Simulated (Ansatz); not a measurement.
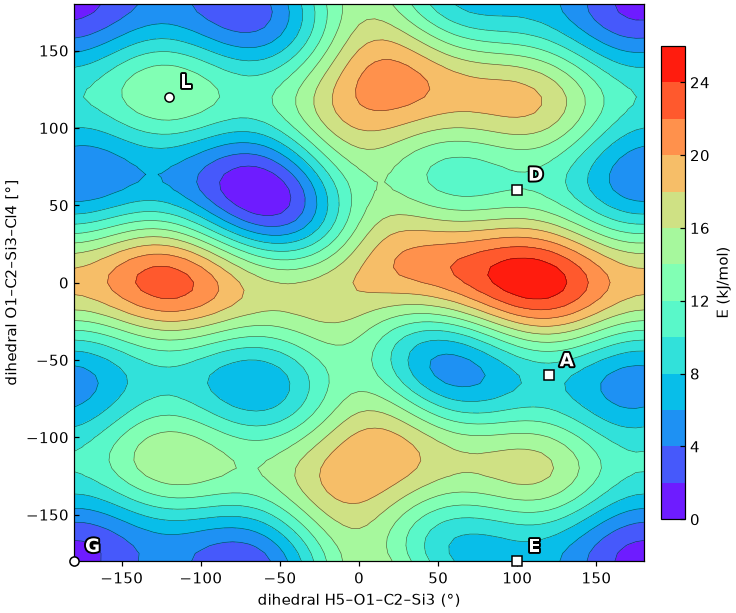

CH₅ClOSi, SMILES OC[SiH2]Cl. First axis: dihedral H5–O1–C2–Si3. Second axis: dihedral O1–C2–Si3–Cl4. Nothing is relaxed (all other coordinates rigid). The scan uses an 18 × 18 grid. Points are written as (first, second). Energies are in kJ/mol, from the relaxed molecule at the same level. All numbers below come from Ansatz 0.2.0, RHF/def2-TZVP.

In the figure: filled contours, lettered points. Between grid points the surface is interpolated.

Is G the lowest point of the computed grid?

Answer. No. G lies 1.1 kJ/mol above the lowest grid point, which is at (−60°, 60°). It is a local minimum.

What kind of point is each of A, D, E, G, L: minimum, saddle, maximum or slope?

Answer. A: saddle point; D: saddle point; E: saddle point; G: minimum; L: maximum. (In these two coordinates alone; a stationary point may lie a little off the grid point.)
